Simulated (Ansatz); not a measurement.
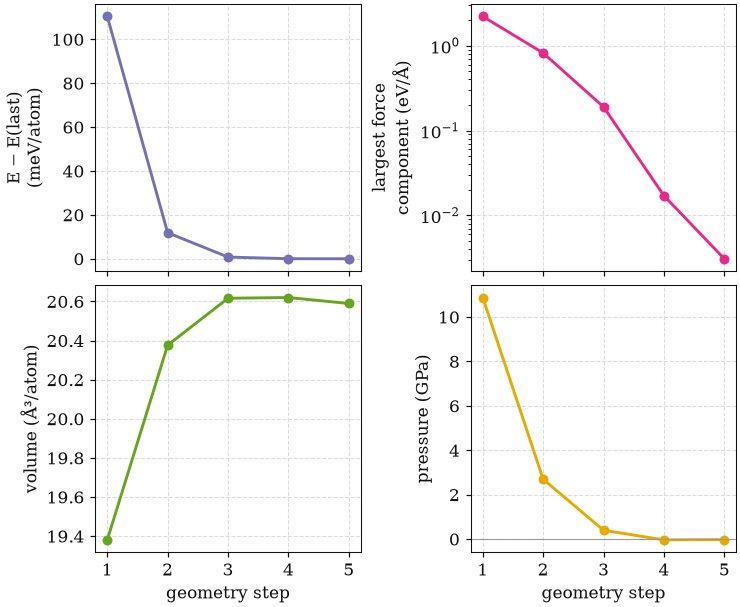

History of a geometry optimisation. Atoms and cell relax. A closing SCF on a freshly chosen basis isn't drawn.

```
crystal:
  lattice:
    - [3.94278, 0.0, 0.0]
    - [0.0, 3.94278, 0.0]
    - [0.0, 0.0, 9.973707]
  atoms:
    - { symbol: Cd, position: [0.0, 0.0, 0.5] }
    - { symbol: Zn, position: [0.0, 0.5, 0.15487] }
    - { symbol: Zn, position: [0.5, 0.0, 0.15487] }
    - { symbol: Zn, position: [0.0, 0.5, 0.84513] }
    - { symbol: Zn, position: [0.5, 0.0, 0.84513] }
    - { symbol: As, position: [0.5, 0.5, 0.28373] }
    - { symbol: As, position: [0.5, 0.5, 0.71627] }
    - { symbol: As, position: [0.0, 0.0, 0.0] }
  symmetry: { tolerance: 0.0003 }
kpoints:
  mp_grid: { grid: [5, 5, 2], shift: [0, 0, 0] }
magnetization:
  spin_polarized: false
scf:
  occupations: { method: tetrahedron_uncorrected }
hamiltonian:
  pseudopotentials: { kind: paw }
  xc: r2scan
basis:
  ecutwfc: 500
output:
  forces: true
  stress: true
  eigenvalues: true
  write_density: true
  write_potential: true
  elf: true
  volumetric_format: npy
relax:
  max_steps: 40
  cell: {}
```

Launched with:
```bash
ansatz run input.yaml --threads 1 --pin off --max-ram 2560MiB --backend cpu --events-out ev --progress --plain --runs-dir out
```

Question: How did it end, and what did it gain?

Answer: The optimisation met its thresholds at geometry 5, counting the start as the first. The energy fell by about 110 meV/atom from the first step to the last. The largest force component goes from about 2.2 eV/Å at the start to 3 × 10⁻³ eV/Å at the end.

Question: What happens to the cell?

Answer: The volume grows from 19.4 to 20.6 Å³ per atom (+6 %), as the pressure goes from 11 GPa to about 0 GPa. The start was compressed.
